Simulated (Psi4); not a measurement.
# C3HN (cyanoacetylene): a first try and a second

Aim: energy and one-electron properties of C3HN (cyanoacetylene) at HF/6-311G** (sfX2C, density fitting).

The calculation is run with Psi4 1.11.

3 further runs of the same task are left out: 3 that didn't finish.

**1. The structure to begin with**

C3HN has 5 atoms, charge 0, and is taken as a singlet. SMILES: `C#CC#N`. The shape is that of a PBE0-D4/def2-TZVP optimisation.

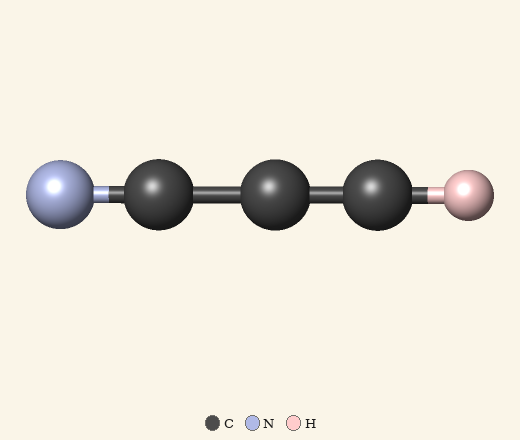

The structure, seen from a chosen angle (carbon dark grey, nitrogen light blue, hydrogen pink).

**2. Try one**

File run.py:

```python
import psi4

psi4.set_memory('10 MB')
psi4.set_num_threads(1)
psi4.core.set_output_file('c3hn.out', False)

mol = psi4.geometry("""
C     -0.137800     1.253000     0.148800
C     -0.000300     0.068900     0.002100
C      0.157500    -1.280600    -0.165000
N      0.291100    -2.418400    -0.305600
H     -0.260600     2.303500     0.278300
units angstrom
symmetry c1
""")

psi4.set_options({
    'basis': '6-311G**',
    'scf_type': 'df',
    'relativistic': 'x2c',
})

E, wfn = psi4.energy('scf', molecule=mol, return_wfn=True)
psi4.oeprop(wfn, 'MBIS_CHARGES', 'LOWDIN_CHARGES', title='SCF')
print(f'total energy {E:.8f} hartree = {E * 27.211386:.5f} eV')
```

On the command line:

```console
python run.py
```

stdout:

```text
psi4.driver.p4util.exceptions.ValidationError: set_memory(): Requested 9.54 MiB (10.0 MB); minimum 250 MiB (263 MB). Please, sir, I want some more.
```

Run time: 0.64 s. Hardware: 1 thread of INTEL XEON PLATINUM 8581C at 2.30GHz (Emerald Rapids), shared host; peak memory 0.13 GiB.

**3. What went wrong**

The program refused the input.

The telling line is `psi4.driver.p4util.exceptions.ValidationError: set_memory(): Requested 9.54 MiB`. What is wrong: too little memory is allowed.

**4. The mended input**

File calc.py:

```python
import psi4

psi4.set_memory('1600 MB')
psi4.set_num_threads(1)
psi4.set_output_file('run.log', False)

mol = psi4.geometry("""
C     -0.137800     1.253000     0.148800
C     -0.000300     0.068900     0.002100
C      0.157500    -1.280600    -0.165000
N      0.291100    -2.418400    -0.305600
H     -0.260600     2.303500     0.278300
symmetry c1
""")

psi4.set_options({
    'basis': '6-311G**',
    'scf_type': 'df',
    'guess': 'sap',
    'maxiter': 80,
    'relativistic': 'x2c',
})

result, w = psi4.energy("hf", return_wfn=True)
psi4.oeprop(w, "MBIS_CHARGES", "LOWDIN_CHARGES")
print(f'total energy {result:.8f} hartree = {result * 27.211386:.5f} eV')
```

On the command line:

```console
python calc.py
```

run.log:

```text
[...]
  Running in c1 symmetry.
[...]
  Nuclear repulsion =   77.250015080974137
[...]
  Multiplicity = 1
[...]
  Nalpha       = 13
  Nbeta        = 13
[...]
    Number of basis functions: 78
[...]
    WARNING: The X2C and Dirac Hamiltonians have substatially different eigenvalues!
             This is probably caused by the recontraction of the basis set.
[...]
   @DF-RHF iter   1:  -167.86039801329952   -1.67860e+02   1.65466e-02 ADIIS/DIIS
[...]
   @DF-RHF iter   9:  -168.65680032756100   -3.46573e-08   5.59678e-07 DIIS
[...]
    Orbital Energies [Eh]
    ---------------------
    Doubly Occupied:
       1A    -15.610872     2A    -11.313340     3A    -11.303213
       4A    -11.298768     5A     -1.251617     6A     -1.097756
       7A     -0.908572     8A     -0.755638     9A     -0.589214
      10A     -0.547814    11A     -0.547814    12A     -0.427625
      13A     -0.427625
[...]
  @DF-RHF Final Energy:  -168.65680032756100
   => Energetics <=
    Nuclear Repulsion Energy =             77.2500150809741370
    One-Electron Energy =                -379.6538792854363464
    Two-Electron Energy =                 133.7470638769011941
    Total Energy =                       -168.6568003275610010
[...]
 Multipole Moments:
 ------------------------------------------------------------------------------------
     Multipole            Electronic (a.u.)      Nuclear  (a.u.)        Total (a.u.)
 ------------------------------------------------------------------------------------
 L = 1.  Multiply by 2.5417464519 to convert [e a0] to [Debye]
 Dipole X            :          0.1323161           -0.3192847           -0.1869686
 Dipole Y            :         -1.1372929            2.7353105            1.5980176
 Dipole Z            :         -0.1406643            0.3381480            0.1974836
 Magnitude           :                                                    1.6209927
[...]
```

The script printed:

```text
total energy -168.65680033 hartree = -4589.38530 eV
```

It took 2.7 s on 1 thread of INTEL XEON PLATINUM 8581C at 2.30GHz (Emerald Rapids), shared host; peak memory 0.22 GiB.

Atomic charges (e):

| atom | Löwdin | MBIS |
| --- | --- | --- |
| C1 | +0.087 | -0.188 |
| C2 | -0.063 | -0.110 |
| C3 | -0.054 | +0.451 |
| N4 | +0.004 | -0.427 |
| H5 | +0.026 | +0.273 |

**5. What came out**

At HF/6-311G** (sfX2C, density fitting):

| quantity | value |
| --- | --- |
| total energy | -168.65680 Eh |
| dipole moment | 4.12 D |
| HOMO energy | -11.64 eV |
| LUMO energy | 2.45 eV |
| HOMO–LUMO gap | 14.08 eV |
